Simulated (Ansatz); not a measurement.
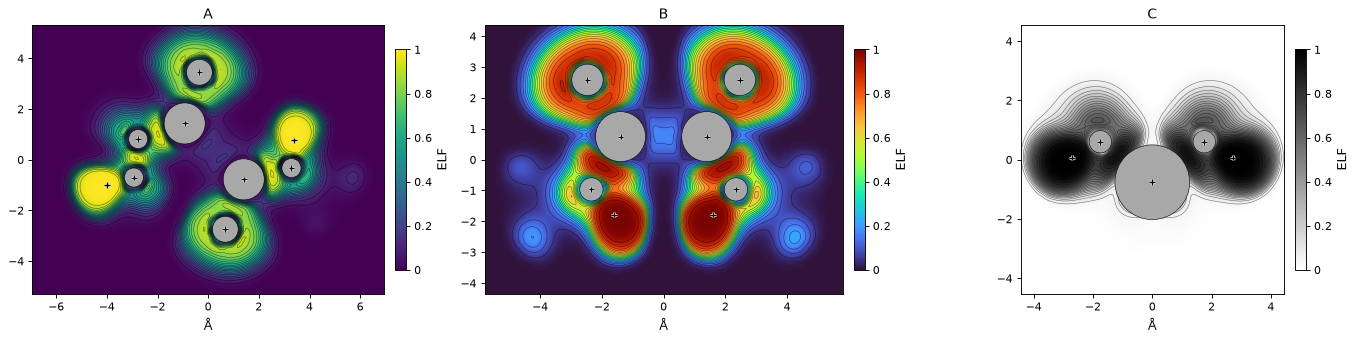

The electron localisation function of 3 systems, each on a plane through atoms (crosses mark nuclei in the plane; grey discs cover the cores).

Level of theory: RKS PBE0-D4/def2-TZVPP in Ansatz.

System 1: C4H14Al2Cl2N2, the plane of atoms Cl7, Al6 and C8. Geometry: PBE0-D4/def2-TZVP.

```xyz
24

C    -1.1279   -2.5976    2.2254
C    -0.0145   -1.6165    1.8504
Al   -0.6230    0.2164    1.5624
Cl   -1.6050    1.2961    3.1119
N     0.7209    1.3666    0.7576
Al   -0.2307    1.3919   -0.9406
Cl   -0.8806    3.3863   -1.3021
C     0.6776    0.3675   -2.3328
C     1.9724    1.0065   -2.8408
N    -1.6679    0.4174   -0.0678
H    -1.6350   -2.2926    3.1446
H    -0.7530   -3.6133    2.3829
H    -1.8956   -2.6601    1.4473
H     0.7528   -1.6152    2.6345
H     0.5015   -1.9672    0.9456
H     1.6613    0.9896    0.7277
H     0.7836    2.2801    1.1961
H     0.8850   -0.6431   -1.9540
H    -0.0134    0.2216   -3.1722
H     2.7074    1.1316   -2.0391
H     2.4536    0.4096   -3.6214
H     1.7894    2.0001   -3.2584
H    -1.9495   -0.4464   -0.5174
H    -2.5094    0.9707    0.0603
```

System 2: C4H10Al2Cl4, the plane of atoms C1, C2 and Al3. Geometry: PBE0-D4/def2-TZVP.

```xyz
20

C     0.3037   -2.1805   -2.5334
C     0.1668   -0.8006   -3.1764
Al    0.1025    0.6801   -1.9302
Cl   -0.0896    2.6963   -2.4821
Cl    1.8328    0.5410   -0.4286
Al    0.3208    0.0203    1.2039
Cl    0.4970   -2.0346    1.6066
C     0.2481    1.3779    2.5823
C    -0.9291    1.2122    3.5453
Cl   -1.4186    0.2711   -0.2662
H     0.3363   -2.9734   -3.2856
H    -0.5322   -2.4019   -1.8651
H     1.2158   -2.2623   -1.9368
H    -0.7378   -0.7521   -3.7945
H     0.9980   -0.6137   -3.8672
H     1.1954    1.3528    3.1340
H     0.2121    2.3594    2.0961
H    -0.8997    0.2467    4.0569
H    -1.8893    1.2732    3.0250
H    -0.9328    1.9880    4.3160
```

System 3: C2H8FHfN (SMILES [CH3][Hf]([CH3])([NH2])[F]), the plane of atoms C1, Hf2 and C3. Geometry: PBE0-D4/def2-TZVP; core potentials replace the inner electrons of Hf.

```xyz
13

C    -1.7238    0.1457   -0.9033
Hf    0.2938    0.6204   -0.0998
C     1.4404   -1.2664   -0.3593
N     0.1149    0.9838    1.8840
F     1.1031    2.0605   -1.0623
H    -2.3961    1.0113   -0.9007
H    -1.6588   -0.2126   -1.9386
H    -2.2132   -0.6433   -0.3193
H     2.4894   -1.1709   -0.0565
H     1.0082   -2.0835    0.2311
H     1.4329   -1.5881   -1.4087
H    -0.2902    0.3319    2.5434
H     0.3992    1.8112    2.3898
```

> Match each panel to its system.

Panel A is system 2, C4H10Al2Cl4: the plane holds C, Al, Cl and H. C–C (1.53 Å): the ELF peaks at about 0.95 between the atoms; localised, covalent bonding. Panel B is system 1, C4H14Al2Cl2N2: the plane holds C, Al, Cl and H. C–Al (1.95 Å): the ELF peaks at about 0.95 between the atoms (a polar covalent bond). Panel C is system 3, C2H8FHfN: the plane holds C, Hf and H. C–Hf (2.22 Å): the ELF peaks at about 0.95 in the valence shell of C, 0.7 Å from its nucleus, and is about 0.50 at the midpoint.
